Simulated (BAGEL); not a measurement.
# GaH5Se (SMILES [GaH3-][SeH2+]): HF/cc-pVDZ (density fitting with qzvpp-jkfit)

What is the vertical ionisation energy of GaH5Se at HF/cc-pVDZ (density fitting with qzvpp-jkfit)? 

Program for the calculation: BAGEL 1.2.2.

## 1. The molecule

GaH5Se: 7 atoms, total charge 0, spin state singlet. SMILES: `[GaH3-][SeH2+]`. Geometry: relaxed at PBE0-D4/def2-TZVP.

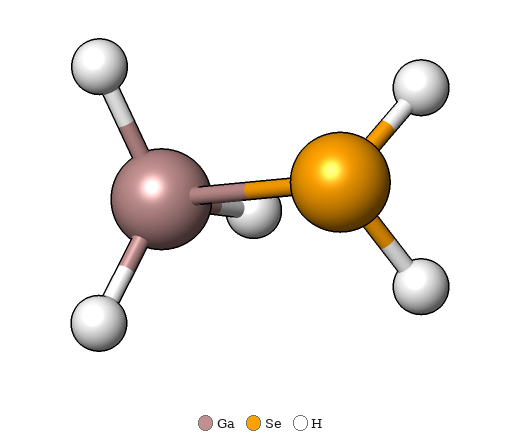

Viewed from a chosen angle; gallium pink, selenium orange, hydrogen white.

## 2. A single-point energy at HF/cc-pVDZ (density fitting with qzvpp-jkfit)

job.json

```json
{ "bagel": [

{
  "title": "molecule",
  "basis": "cc-pvdz.json",
  "df_basis": "qzvpp-jkfit",
  "angstrom": true,
  "geometry": [
    { "atom": "Ga", "xyz": [   -0.804600,   -0.664900,   -0.554200 ] },
    { "atom": "Se", "xyz": [    0.775800,    0.591800,    1.257700 ] },
    { "atom": "H", "xyz": [   -0.367400,   -2.113200,   -0.115900 ] },
    { "atom": "H", "xyz": [   -2.145600,   -0.068500,    0.017400 ] },
    { "atom": "H", "xyz": [   -0.183400,   -0.039700,   -1.858700 ] },
    { "atom": "H", "xyz": [    2.053400,    0.356300,    0.572900 ] },
    { "atom": "H", "xyz": [    0.671800,    1.938300,    0.680800 ] }
  ]
},
{ "title": "hf" },
{ "title": "print", "file": "orbitals.molden", "orbitals": true }

]}
```

The basis set cc-pVDZ is read from a file made from the Basis Set Exchange's data (not shown).

Started as:

```bash
$ BAGEL_NUM_THREADS=1 BAGEL job.json > job.out
```

The log of the run:

```text
* using 1 threads per process

  ===============================================================
  ===============================================================

  *** Geometry ***

  { "atom" : "Ga", "xyz" : [     -1.520474,     -1.256479,     -1.047286 ] },
  { "atom" : "Se", "xyz" : [      1.466050,      1.118340,      2.376709 ] },
  { "atom" : "H", "xyz" : [     -0.694285,     -3.993369,     -0.219019 ] },
  { "atom" : "H", "xyz" : [     -4.054596,     -0.129446,      0.032881 ] },
  { "atom" : "H", "xyz" : [     -0.346576,     -0.075022,     -3.512434 ] },
  { "atom" : "H", "xyz" : [      3.880364,      0.673309,      1.082624 ] },
  { "atom" : "H", "xyz" : [      1.269518,      3.662856,      1.286526 ] },

  Number of auxiliary basis functions:      622

  Since a DF basis is specified, we compute 2- and 3-index integrals:
    o Being stored without compression. Storage requirement is 0.031 GB

  Number of basis functions:       79
  Number of electrons      :       70

    * METHOD: MOLECULE                             0.41

  *** RHF ***

  === Nuclear Repulsion ===
   289.6989545571

      * DIIS with orbital gradients will be used.

  === RHF iteration (cc-pvdz.json) ===
      0      -4325.85526829          0.00693456           0.13
      1      -4325.90225003          0.00204863           0.13
      2      -4325.90604993          0.00063903           0.12
      3      -4325.90646000          0.00009052           0.12
      4      -4325.90647070          0.00002754           0.13
      5      -4325.90647177          0.00000566           0.13
      6      -4325.90647182          0.00000116           0.13
      7      -4325.90647182          0.00000037           0.13
      8      -4325.90647182          0.00000010           0.13
      9      -4325.90647182          0.00000003           0.13
     10      -4325.90647182          0.00000001           0.13
    * SCF iteration converged.

    * Permanent dipole moment:
           (   -0.927185,    -0.775556,    -0.501387) a.u.

    * METHOD: HF                                   1.70

    * METHOD: PRINT                                0.02

  ===============================================================
```

Run time: 2.2 s. Hardware: 1 thread of Arm Neoverse V1, shared host; peak memory 0.15 GiB.

## 3. The doublet cation, same level

input.json

```json
{ "bagel": [

{
  "title": "molecule",
  "basis": "cc-pvdz.json",
  "df_basis": "qzvpp-jkfit",
  "angstrom": true,
  "geometry": [
    { "atom": "Ga", "xyz": [   -0.804600,   -0.664900,   -0.554200 ] },
    { "atom": "Se", "xyz": [    0.775800,    0.591800,    1.257700 ] },
    { "atom": "H", "xyz": [   -0.367400,   -2.113200,   -0.115900 ] },
    { "atom": "H", "xyz": [   -2.145600,   -0.068500,    0.017400 ] },
    { "atom": "H", "xyz": [   -0.183400,   -0.039700,   -1.858700 ] },
    { "atom": "H", "xyz": [    2.053400,    0.356300,    0.572900 ] },
    { "atom": "H", "xyz": [    0.671800,    1.938300,    0.680800 ] }
  ]
},
{
  "title": "uhf",
  "charge": 1,
  "nopen": 1
},
{
  "title": "print",
  "file": "orbitals.molden",
  "orbitals": true
}

]}
```

The basis set cc-pVDZ is read from a file made from the Basis Set Exchange's data (not shown).

Started as:

```bash
$ BAGEL_NUM_THREADS=1 BAGEL input.json > input.out
```

The log of the run:

```text
* using 1 threads per process

  ===============================================================
  ===============================================================

  *** Geometry ***

  { "atom" : "Ga", "xyz" : [     -1.520474,     -1.256479,     -1.047286 ] },
  { "atom" : "Se", "xyz" : [      1.466050,      1.118340,      2.376709 ] },
  { "atom" : "H", "xyz" : [     -0.694285,     -3.993369,     -0.219019 ] },
  { "atom" : "H", "xyz" : [     -4.054596,     -0.129446,      0.032881 ] },
  { "atom" : "H", "xyz" : [     -0.346576,     -0.075022,     -3.512434 ] },
  { "atom" : "H", "xyz" : [      3.880364,      0.673309,      1.082624 ] },
  { "atom" : "H", "xyz" : [      1.269518,      3.662856,      1.286526 ] },

  Number of auxiliary basis functions:      622

  Since a DF basis is specified, we compute 2- and 3-index integrals:
    o Being stored without compression. Storage requirement is 0.031 GB

  Number of basis functions:       79
  Number of electrons      :       70

    * METHOD: MOLECULE                             0.42

  *** Open-shell HF ***

  === Nuclear Repulsion ===
   289.6989545571

      * DIIS with orbital gradients will be used.

  === UHF iteration (cc-pvdz.json) ===
      0      -4325.42734076          0.02080695           0.26
      1      -4325.53160440          0.00545765           0.25
      2      -4325.53963890          0.00160469           0.24
      3      -4325.54064810          0.00058834           0.25
      4      -4325.54095949          0.00020327           0.25
      5      -4325.54102693          0.00013617           0.25
      6      -4325.54107057          0.00007275           0.26
      7      -4325.54108524          0.00002948           0.26
      8      -4325.54108894          0.00002177           0.26
      9      -4325.54109055          0.00002077           0.26
     10      -4325.54109304          0.00001773           0.27
     11      -4325.54109594          0.00000581           0.26
     12      -4325.54109599          0.00000184           0.27
     13      -4325.54109602          0.00000101           0.25
     14      -4325.54109603          0.00000065           0.25
     15      -4325.54109603          0.00000033           0.24
     16      -4325.54109603          0.00000014           0.24
     17      -4325.54109603          0.00000011           0.25
     18      -4325.54109603          0.00000009           0.25
     19      -4325.54109603          0.00000004           0.24
     20      -4325.54109603          0.00000001           0.24
     21      -4325.54109603          0.00000000           0.25
    * SCF iteration converged.

    * S^2 (UHF) is 0.7665

    * Permanent dipole moment:
           (   -1.763673,    -1.463442,    -1.128302) a.u.

    * METHOD: UHF                                  5.85

    * METHOD: PRINT                                0.02

  ===============================================================
```

Wall time 6.6 s (1 thread of Arm Neoverse V1, shared host); peak memory 0.15 GiB.

## 4. What came out

Level: HF/cc-pVDZ (density fitting with qzvpp-jkfit).

```
                                          quantity           value
                      singlet GaH5Se: total energy  -4325.90647 Eh
                     singlet GaH5Se: dipole moment          3.33 D
                       singlet GaH5Se: HOMO energy       -10.89 eV
                       singlet GaH5Se: LUMO energy         2.63 eV
                     singlet GaH5Se: HOMO–LUMO gap        13.52 eV
                      doublet cation: total energy  -4325.54110 Eh
                              doublet cation: ⟨S²⟩           0.766
vertical ionisation energy (to the doublet cation)        9.942 eV
```

**Reading.** Removing an electron at fixed nuclei costs 9.94 eV (229 kcal/mol). The negative HOMO energy of the first species, 10.89 eV, lies 0.95 eV above that difference.
